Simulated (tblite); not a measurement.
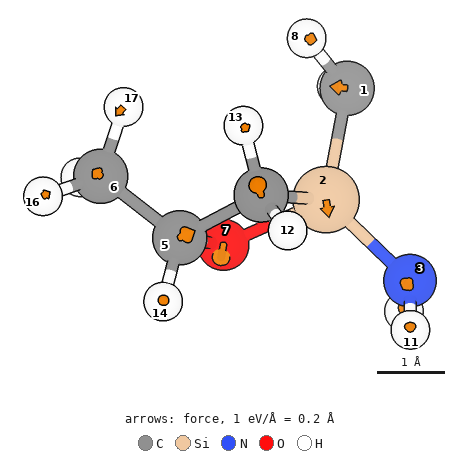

Starting geometry of C4H10NOSi (multiplicity 2) with the computed forces as orange arrows. The picture is a ball-and-stick view, seen from a free direction.

Computed with tblite, GFN2-xTB geometry optimisation, gas phase. 

**Is this structure relaxed? If not, where do the atoms go?**

It isn't relaxed: the largest force vector, on the O atom, is 3.60 eV/Å. The final displacements follow the starting forces only in part (cosine between the two patterns 0.32). The energy falls by 115.7 kJ/mol in 136 geometry steps. The largest move after the best rigid fit is that of an H atom, 1.30 Å. Largest moves by element: H 1.30 Å, C 0.30 Å, Si 0.21 Å, N 0.18 Å, O 0.17 Å. Near-neighbour distances that change, for instance: C–Si 1.844 → 1.930 Å, H–N 1.059 → 1.004 Å, C–O 1.381 → 1.435 Å, O–Si 1.710 → 1.660 Å. Bond angles that change, for instance: Si–C–H 109.2° → 122.9°, Si–N–H 108.1° → 118.5°, Si–C–H 112.3° → 121.1°. Groups turn about N–Si by about 90°, C–C by about 40°. The run took 0.98 s on 1 thread of Arm Neoverse V1 (shared host).
